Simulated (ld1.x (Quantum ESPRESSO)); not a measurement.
## Pseudopotential generation for Sb (part 2 of 2)

Continued. System: antimony (Sb, Z = 51), core [Kr] 4d10, reference valence 5s2 5p2.5 (an ion of charge +0.5), valence charge 5. Method: TM semilocal potential, PW91, scalar-relativistic, made with ld1.x (Quantum ESPRESSO) 7.5.

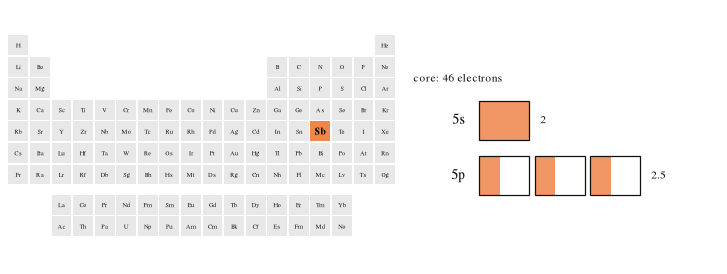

Left, the place of antimony in the periodic table; right, the valence shells of the reference configuration: a box for each of the 2l + 1 orbitals, shaded by the share of the shell that is filled, with the electron count at the right.

## Output of the test run (extracts), continued
```
     ---------------------- Testing the pseudopotential ----------------------

     Sb
     scalar relativistic calculation

     atomic number is 51.00   valence charge is  5.00
     dft =PW91   lsd =0 sic =0 latt =0  beta=0.20 tr2=1.0E-14
     mesh =1243 r(mesh) =  98.80758 xmin = -7.00 dx = 0.01250

     n l     nl             e AE (Ry)        e PS (Ry)    De AE-PS (Ry)
     1 0     5S   1( 2.00)       -1.52377       -1.52379        0.00002
     2 1     5P   1( 2.00)       -0.88650       -0.88627       -0.00023

     eps = 1.3E-10  iter =201

     Etot =  -12964.162470 Ry,   -6482.081235 Ha, -176386.416169 eV
     Etotps =   -10.203968 Ry,      -5.101984 Ha,    -138.832054 eV
     dEtot_ae =       0.373868 Ry
     dEtot_ps =       0.373909 Ry,   Delta E=      -0.000041 Ry

     Ekin =       3.120217 Ry,       1.560108 Ha,      42.452711 eV
     Encl =     -17.312808 Ry,      -8.656404 Ha,    -235.552752 eV
     Ehrt =       5.977732 Ry,       2.988866 Ha,      81.331188 eV
     Ecxc =      -2.057826 Ry,      -1.028913 Ha,     -27.998148 eV
     Epseu=       0.068717 Ry,       0.034359 Ha,       0.934947 eV

     ---------------------- End of pseudopotential test ----------------------

     ---------------------- Testing the pseudopotential ----------------------

     Sb
     scalar relativistic calculation

     atomic number is 51.00   valence charge is  5.00
     dft =PW91   lsd =0 sic =0 latt =0  beta=0.20 tr2=1.0E-14
     mesh =1243 r(mesh) =  98.80758 xmin = -7.00 dx = 0.01250

     n l     nl             e AE (Ry)        e PS (Ry)    De AE-PS (Ry)
     1 0     5S   1( 2.00)       -2.17036       -2.16972       -0.00064
     2 1     5P   1( 1.00)       -1.48243       -1.48045       -0.00197

     eps = 3.4E-11  iter =201

     Etot =  -12962.983058 Ry,   -6481.491529 Ha, -176370.369443 eV
     Etotps =    -9.025143 Ry,      -4.512572 Ha,    -122.793328 eV
     dEtot_ae =       1.553280 Ry
     dEtot_ps =       1.552734 Ry,   Delta E=       0.000547 Ry

     Ekin =       2.569225 Ry,       1.284612 Ha,      34.956085 eV
     Encl =     -13.731842 Ry,      -6.865921 Ha,    -186.831225 eV
     Ehrt =       3.646725 Ry,       1.823362 Ha,      49.616219 eV
     Ecxc =      -1.543872 Ry,      -0.771936 Ha,     -21.005445 eV
     Epseu=       0.034621 Ry,       0.017310 Ha,       0.471038 eV

     ---------------------- End of pseudopotential test ----------------------

     ---------------------- Testing the pseudopotential ----------------------

     Sb
     scalar relativistic calculation

     atomic number is 51.00   valence charge is  5.00
     dft =PW91   lsd =0 sic =0 latt =0  beta=0.20 tr2=1.0E-14
     mesh =1243 r(mesh) =  98.80758 xmin = -7.00 dx = 0.01250

     n l     nl             e AE (Ry)        e PS (Ry)    De AE-PS (Ry)
     1 0     5S   1( 1.00)       -3.66627       -3.63465       -0.03163  !
     2 1     5P   1( 0.00)       -2.86785       -2.82876       -0.03909  !

     eps = 3.3E-11  iter =201

     Etot =  -12957.917961 Ry,   -6478.958980 Ha, -176301.455289 eV
     Etotps =    -3.979991 Ry,      -1.989995 Ha,     -54.150534 eV
     dEtot_ae =       6.618377 Ry
     dEtot_ps =       6.597886 Ry,   Delta E=       0.020491 Ry

     Ekin =       1.018954 Ry,       0.509477 Ha,      13.863580 eV
     Encl =      -5.028913 Ry,      -2.514457 Ha,     -68.421854 eV
     Ehrt =       0.467959 Ry,       0.233980 Ha,       6.366909 eV
     Ecxc =      -0.437991 Ry,      -0.218995 Ha,      -5.959170 eV

     ---------------------- End of pseudopotential test ----------------------

     ---------------------- Testing the pseudopotential ----------------------

     Sb
     scalar relativistic calculation

     atomic number is 51.00   valence charge is  5.00
     dft =PW91   lsd =0 sic =0 latt =0  beta=0.20 tr2=1.0E-14
     mesh =1243 r(mesh) =  98.80758 xmin = -7.00 dx = 0.01250

     n l     nl             e AE (Ry)        e PS (Ry)    De AE-PS (Ry)
     1 0     5S   1( 2.00)       -0.79500       -0.79492       -0.00008
     2 1     5P   1( 3.30)       -0.21780       -0.21796        0.00016

     eps = 3.1E-10  iter =201

     Etot =  -12964.864192 Ry,   -6482.432096 Ha, -176395.963572 eV
     Etotps =   -10.905892 Ry,      -5.452946 Ha,    -148.382217 eV
     dEtot_ae =      -0.327853 Ry
     dEtot_ps =      -0.328015 Ry,   Delta E=       0.000162 Ry

     Ekin =       3.515159 Ry,       1.757580 Ha,      47.826179 eV
     Encl =     -21.246752 Ry,     -10.623376 Ha,    -289.076789 eV
     Ehrt =       9.364060 Ry,       4.682030 Ha,     127.404531 eV
     Ecxc =      -2.637797 Ry,      -1.318898 Ha,     -35.889053 eV
     Epseu=       0.099437 Ry,       0.049719 Ha,       1.352914 eV

     ---------------------- End of pseudopotential test ----------------------

     ---------------------- Testing the pseudopotential ----------------------

     Sb
     scalar relativistic calculation

     atomic number is 51.00   valence charge is  5.00
     dft =PW91   lsd =0 sic =0 latt =0  beta=0.20 tr2=1.0E-14
     mesh =1243 r(mesh) =  98.80758 xmin = -7.00 dx = 0.01250

     n l     nl             e AE (Ry)        e PS (Ry)    De AE-PS (Ry)
     1 0     5S   1( 0.00)       -1.06128       -1.04994       -0.01134  !
     2 1     5P   1( 5.00)       -0.44030       -0.44009       -0.00021

     eps = 8.8E-17  iter = 11

     Etot =  -12963.566255 Ry,   -6481.783127 Ha, -176378.304245 eV
     Etotps =    -9.617683 Ry,      -4.808842 Ha,    -130.855246 eV
     dEtot_ae =       0.970083 Ry
     dEtot_ps =       0.960194 Ry,   Delta E=       0.009890 Ry

     Ekin =       3.749167 Ry,       1.874584 Ha,      51.010016 eV
     Encl =     -19.226683 Ry,      -9.613342 Ha,    -261.592350 eV
     Ehrt =       8.116992 Ry,       4.058496 Ha,     110.437297 eV
     Ecxc =      -2.396808 Ry,      -1.198404 Ha,     -32.610237 eV
     Epseu=       0.139649 Ry,       0.069825 Ha,       1.900027 eV

     ---------------------- End of pseudopotential test ----------------------

     ---------------------- Testing the pseudopotential ----------------------

     Sb
     scalar relativistic calculation

     atomic number is 51.00   valence charge is  5.00
     dft =PW91   lsd =0 sic =0 latt =0  beta=0.20 tr2=1.0E-14
     mesh =1243 r(mesh) =  98.80758 xmin = -7.00 dx = 0.01250

     n l     nl             e AE (Ry)        e PS (Ry)    De AE-PS (Ry)
     1 0     5S   1( 1.00)       -1.00700       -1.00386       -0.00314
     2 1     5P   1( 4.00)       -0.40086       -0.40111        0.00025

     eps = 8.3E-10  iter =201

     Etot =  -12964.179861 Ry,   -6482.089931 Ha, -176386.652784 eV
     Etotps =   -10.222956 Ry,      -5.111478 Ha,    -139.090396 eV
     dEtot_ae =       0.356477 Ry
     dEtot_ps =       0.354921 Ry,   Delta E=       0.001556 Ry

     Ekin =       3.593459 Ry,       1.796730 Ha,      48.891504 eV
     Encl =     -19.818154 Ry,      -9.909077 Ha,    -269.639726 eV
     Ehrt =       8.327816 Ry,       4.163908 Ha,     113.305715 eV
     Ecxc =      -2.446725 Ry,      -1.223362 Ha,     -33.289383 eV
     Epseu=       0.120648 Ry,       0.060324 Ha,       1.641494 eV

     ---------------------- End of pseudopotential test ----------------------
```

## Key numbers

- outcome: generated
- cutoffs needed: 45 Ry and 160 Ry (the cutoffs, on a coarse ladder, from which the occupation-weighted sum of valence levels, in a spherical-Bessel basis at the reference potential, stays within 10 and 1 mRy of its value at 400 Ry); ghost states and empty shells don't enter this sum
- ghost test: no ghost state below the valence levels in the p, s channels (spherical-Bessel basis up to 400 Ry, 20 bohr box)
- largest excitation error: +279 meV (all-electron minus pseudo) for 5s1 5p0, out of 7 test configurations
- range over which the phases arctan(r u′/u) at the test radius agree within 0.05 rad (a looser test near the poles than one of phase shifts): s: up to about 0.5 Ry; p: up to about 3.8 Ry
- hardware: 1 CPU thread, shared host
- wall time: 2.8 s

## Notes

Warnings of the program, in the generation or the tests: convergence not achieved.
